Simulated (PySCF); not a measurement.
**C₂H₁₀N₂Si: geometry relaxation**

- system: C₂H₁₀N₂Si (SiH2(NHMe)2)
- method: PBE0-D3(BJ)/def2-SVP geometry optimisation, gas phase (PySCF 2.14.0)

It belongs to a series of runs on one base structure; here: two ligands: Cl to NHMe.

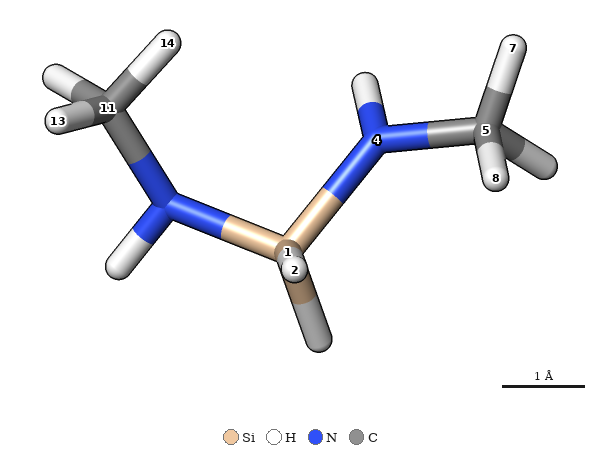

**Figure 1.** The input geometry (stick view, seen on its broad side; atoms are numbered from 1 in the order of the input).

Summary:

- outcome: converged
- total energy: −480.684855 hartree
- dipole moment: 1.12 D
- point group: C1
- hardware: 1 CPU thread, shared host
- wall time: 2 min
- peak memory: 0.5 GiB

Input:
```
{"job": {"xc": "PBE0", "basis": "def2-SVP", "d3": "d3bj", "grid": 1, "maxiter": 40, "shake": 0.03, "kind": "geom"}, "charge": 0, "multiplicity": 1}
Si     1.061160    -0.293360     0.015320
H      1.420310    -0.142900     1.398200
H      2.108980    -0.246340    -0.914000
N     -0.026370     1.077580    -0.181930
C      0.190520     2.421990     0.098110
H     -0.782110     1.017820    -0.953250
H     -0.682140     3.003410     0.339400
H      0.880210     2.482360     0.997560
H      0.730720     2.956310    -0.628430
N      0.105290    -1.619840    -0.443370
C     -1.161120    -2.015520     0.162350
H      0.678280    -2.414500    -0.715330
H     -1.074720    -2.580310     1.011020
H     -1.737260    -1.102930     0.430390
H     -1.744530    -2.619890    -0.572020
```

The first line tells a small driver script what to run in PySCF; the rest is the geometry in Å.

Run as:
```bash
OMP_NUM_THREADS=1 python <driver script> task.json out
```

Output:
```
step   0  E = -480.65603289  max force = 0.060603
step   1  E = -480.68147855  max force = 0.012767
step   2  E = -480.68194181  max force = 0.008408
step   3  E = -480.68375361  max force = 0.003031
step   4  E = -480.68409517  max force = 0.002357
step   5  E = -480.68442971  max force = 0.001771
step   6  E = -480.68465014  max force = 0.001864
step   7  E = -480.68475228  max force = 0.001218
step   8  E = -480.68480059  max force = 0.000464
step   9  E = -480.68482083  max force = 0.000418
step  10  E = -480.68484050  max force = 0.000491
step  11  E = -480.68485096  max force = 0.000487
step  12  E = -480.68485481  max force = 0.000295
optimisation converged
```

Trajectory as extended XYZ (Å, eV, eV/Å), 7 of the 13 frames kept, from step=0 to step=12:
```
15
Properties=species:S:1:pos:R:3:forces:R:3 step=0 energy=-13079.31685
Si    1.0612   -0.2934    0.0153   -2.7834   1.8217  -0.0361
H     1.4203   -0.1429    1.3982    0.7903  -0.0487   1.1720
H     2.1090   -0.2463   -0.9140    1.9153  -0.2580  -1.0639
N    -0.0264    1.0776   -0.1819   -2.5622  -1.6606  -2.3472
C     0.1905    2.4220    0.0981    1.6601   0.1553   2.8707
H    -0.7821    1.0178   -0.9533    1.8407  -0.4589   1.5328
H    -0.6821    3.0034    0.3394   -0.9630   0.3248   0.2729
H     0.8802    2.4824    0.9976   -0.6549   0.1537  -0.4336
H     0.7307    2.9563   -0.6284    0.9664   1.1333  -1.7625
N     0.1053   -1.6198   -0.4434   -0.2401  -1.1560   0.1812
C    -1.1611   -2.0155    0.1623   -0.3829   1.9060  -3.1163
H     0.6783   -2.4145   -0.7153   -0.2115  -0.1117  -0.1785
H    -1.0747   -2.5803    1.0110    0.4446  -1.8477   2.8588
H    -1.7373   -1.1029    0.4304    0.1568  -0.3327  -0.2346
H    -1.7445   -2.6199   -0.5720    0.0237   0.3795   0.2842
15
Properties=species:S:1:pos:R:3:forces:R:3 step=2 energy=-13080.02187
Si    1.0286   -0.2879   -0.0476    0.1770   0.2651   0.2025
H     1.5073   -0.2122    1.3824    0.0268   0.0066  -0.1160
H     2.2495   -0.4029   -0.9316   -0.1386  -0.0285   0.1032
N     0.0280    1.1146   -0.2518   -0.0592   0.0040  -0.1003
C     0.1730    2.4959    0.1402    0.2497  -0.0103   0.1623
H    -0.5817    1.0278   -1.0473   -0.2848  -0.1148  -0.4323
H    -0.8093    2.9853    0.2873    0.0856  -0.1213  -0.0583
H     0.6923    2.5592    1.1078    0.0668   0.0025   0.0559
H     0.7525    3.1266   -0.5758   -0.1399  -0.2115   0.1248
N     0.0717   -1.6691   -0.4740    0.0107   0.0736   0.1610
C    -1.1683   -2.0226    0.1827    0.1316  -0.0658   0.1582
H     0.5900   -2.4748   -0.8106   -0.0108   0.0872  -0.0884
H    -1.0331   -2.6356    1.1041   -0.0542   0.1237  -0.1910
H    -1.6969   -1.1040    0.4741   -0.0221   0.0331   0.0377
H    -1.8363   -2.5763   -0.4958   -0.0385  -0.0435  -0.0193
15
Properties=species:S:1:pos:R:3:forces:R:3 step=4 energy=-13080.08047
Si    1.0011   -0.2459   -0.0691   -0.0083  -0.0772  -0.0219
H     1.4720   -0.0937    1.3504   -0.0088   0.0382   0.0032
H     2.2330   -0.3641   -0.9213   -0.0155  -0.0232  -0.0184
N    -0.0422    1.1040   -0.3354    0.0297   0.0008  -0.0280
C     0.1842    2.4398    0.1549   -0.0648  -0.0012   0.0140
H    -0.6189    1.0523   -1.1692    0.0246   0.0479  -0.0156
H    -0.7655    2.9816    0.3004   -0.0056   0.0070   0.0132
H     0.6784    2.3948    1.1386    0.0129   0.0095  -0.0030
H     0.8222    3.0625   -0.5025    0.0034   0.0101   0.0064
N     0.0801   -1.6567   -0.4563    0.0733  -0.0190   0.1212
C    -1.1527   -2.0128    0.2064   -0.0260  -0.0068   0.0039
H     0.6010   -2.4502   -0.8128   -0.0209   0.0054  -0.0485
H    -1.0156   -2.6182    1.1245    0.0046   0.0011  -0.0194
H    -1.6843   -1.0946    0.4995    0.0029   0.0013  -0.0057
H    -1.8254   -2.5749   -0.4641   -0.0013   0.0061  -0.0011
15
Properties=species:S:1:pos:R:3:forces:R:3 step=6 energy=-13080.09557
Si    1.0319   -0.2572   -0.1114   -0.0283  -0.0097  -0.0004
H     1.5084   -0.0100    1.2919   -0.0215  -0.0163   0.0206
H     2.2560   -0.4564   -0.9563   -0.0070   0.0088  -0.0498
N     0.0142    1.1024   -0.4301    0.0958   0.0496   0.0005
C     0.1408    2.4064    0.1740   -0.0567  -0.0832   0.0109
H    -0.4914    1.0957   -1.3103   -0.0025   0.0200   0.0169
H    -0.8416    2.8953    0.2827   -0.0187   0.0170   0.0189
H     0.5634    2.3052    1.1868   -0.0052   0.0057  -0.0200
H     0.7967    3.1015   -0.3814    0.0316   0.0471  -0.0377
N     0.0960   -1.6737   -0.4135    0.0384  -0.0306   0.0580
C    -1.1489   -1.9775    0.2486   -0.0486   0.0155  -0.0618
H     0.5648   -2.4737   -0.8217    0.0092  -0.0034   0.0030
H    -1.0362   -2.6006    1.1554    0.0110  -0.0265   0.0375
H    -1.6325   -1.0366    0.5531   -0.0059  -0.0059   0.0028
H    -1.8543   -2.4970   -0.4238    0.0085   0.0121   0.0006
15
Properties=species:S:1:pos:R:3:forces:R:3 step=8 energy=-13080.09966
Si    1.0453   -0.2613   -0.1184   -0.0205   0.0127   0.0109
H     1.5253    0.0055    1.2804    0.0070  -0.0069  -0.0034
H     2.2510   -0.4828   -0.9856    0.0017   0.0060   0.0052
N     0.0495    1.1102   -0.4552    0.0238   0.0110  -0.0238
C     0.1268    2.4034    0.1759    0.0042   0.0044   0.0115
H    -0.4463    1.1136   -1.3403   -0.0093  -0.0142  -0.0037
H    -0.8725    2.8571    0.2958    0.0015  -0.0034   0.0049
H     0.5529    2.2987    1.1860    0.0072  -0.0015  -0.0010
H     0.7588    3.1346   -0.3656   -0.0142  -0.0086  -0.0011
N     0.1098   -1.6858   -0.3775   -0.0137  -0.0031   0.0084
C    -1.1535   -1.9732    0.2566    0.0124   0.0037  -0.0189
H     0.5693   -2.4869   -0.7939    0.0055   0.0007   0.0064
H    -1.0663   -2.6019    1.1640   -0.0040   0.0006  -0.0007
H    -1.6316   -1.0275    0.5546    0.0011   0.0001   0.0056
H    -1.8514   -2.4798   -0.4326   -0.0028  -0.0017  -0.0003
15
Properties=species:S:1:pos:R:3:forces:R:3 step=10 energy=-13080.10075
Si    1.0553   -0.2600   -0.1130   -0.0037  -0.0096   0.0047
H     1.5396    0.0161    1.2824    0.0079   0.0072  -0.0041
H     2.2579   -0.4863   -0.9833    0.0055  -0.0033   0.0152
N     0.0620    1.1086   -0.4616   -0.0091  -0.0012  -0.0090
C     0.1180    2.3994    0.1753   -0.0008   0.0149  -0.0018
H    -0.4496    1.0998   -1.3377    0.0003  -0.0026   0.0002
H    -0.8900    2.8211    0.3356    0.0011  -0.0043   0.0031
H     0.5851    2.3028    1.1678    0.0064   0.0009   0.0007
H     0.7055    3.1524   -0.3855   -0.0077  -0.0076   0.0053
N     0.1229   -1.6890   -0.3573   -0.0002   0.0090  -0.0252
C    -1.1555   -1.9668    0.2480   -0.0004  -0.0044   0.0224
H     0.5855   -2.4922   -0.7662   -0.0012  -0.0033   0.0046
H    -1.0937   -2.5968    1.1572    0.0001   0.0043  -0.0129
H    -1.6325   -1.0180    0.5383    0.0029   0.0002  -0.0013
H    -1.8432   -2.4674   -0.4559   -0.0010  -0.0002  -0.0017
15
Properties=species:S:1:pos:R:3:forces:R:3 step=12 energy=-13080.10114
Si    1.0618   -0.2587   -0.1062    0.0003  -0.0041   0.0022
H     1.5445    0.0234    1.2886   -0.0025   0.0027   0.0015
H     2.2713   -0.4862   -0.9663    0.0008  -0.0015   0.0003
N     0.0637    1.1046   -0.4604   -0.0028  -0.0014   0.0028
C     0.1095    2.3968    0.1746   -0.0026  -0.0038  -0.0013
H    -0.4601    1.0845   -1.3289    0.0036   0.0038  -0.0009
H    -0.9019    2.7970    0.3654   -0.0016   0.0001   0.0019
H     0.6092    2.3111    1.1521    0.0004   0.0011  -0.0005
H     0.6636    3.1606   -0.4042    0.0007   0.0032  -0.0014
N     0.1308   -1.6880   -0.3554    0.0031   0.0040  -0.0152
C    -1.1535   -1.9624    0.2388   -0.0035  -0.0023   0.0118
H     0.5961   -2.4933   -0.7568    0.0008  -0.0017   0.0032
H    -1.1017   -2.5966    1.1451    0.0018  -0.0010  -0.0020
H    -1.6277   -1.0125    0.5299    0.0008  -0.0005  -0.0012
H    -1.8384   -2.4566   -0.4724    0.0007   0.0015  -0.0011
```

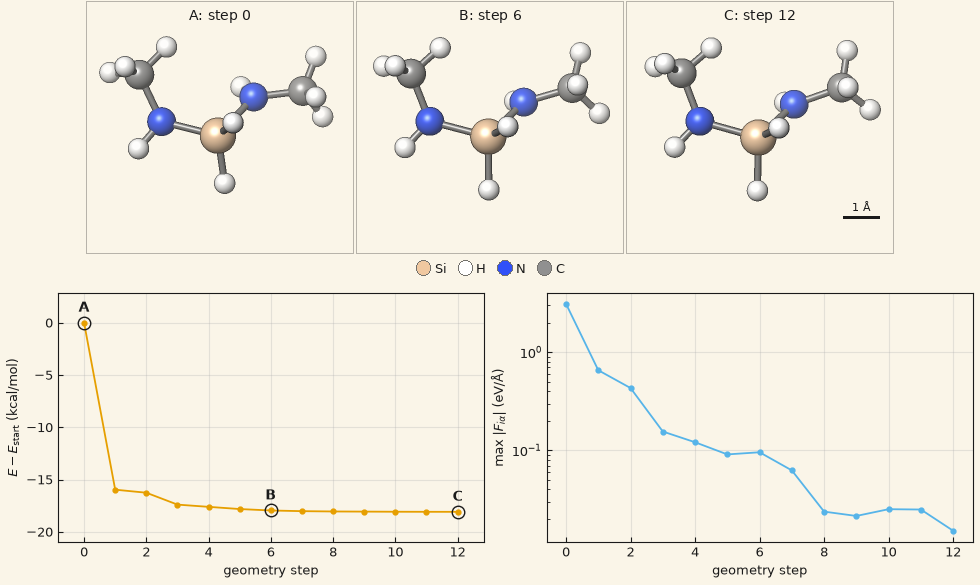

**Figure 2.** Frames of the relaxation (ball-and-stick view, seen at a tilt) above the curves, on which the letters mark them (steps are counted from 0).

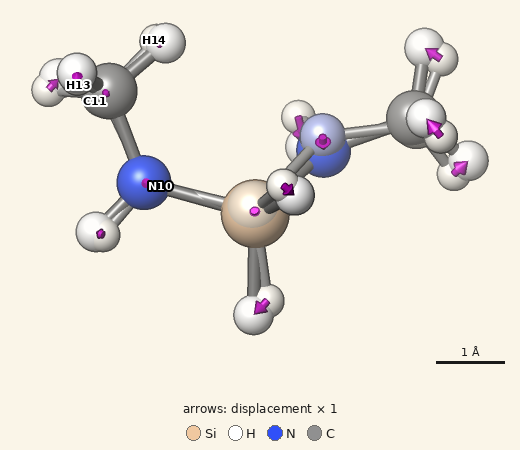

**Figure 3.** Start (faint) and end (solid) with the displacements as pink arrows, at true length (ball-and-stick view, seen at a tilt). The two geometries are laid on each other by the best rigid fit. H6 moves most after the best rigid fit: 0.49 Å. By element the largest moves are H 0.49 Å, N 0.29 Å, Si 0.13 Å, C 0.11 Å. Among the contacts that change: Si1–H3 1.401 → 1.501 Å, C11–H13 1.023 → 1.107 Å, N4–H6 1.082 → 1.014 Å, Si1–H2 1.437 → 1.503 Å. Among the angles that change: H2–Si1–H3 116.6° → 107.5°, H3–Si1–N4 111.2° → 117.9°, Si1–N10–H12 111.4° → 117.9°. Over 12 geometry steps the energy falls by 18.1 kcal/mol. The largest force component goes from 3.1 to 0.015 eV/Å. (Atoms are counted from 1 in the order of the input.)
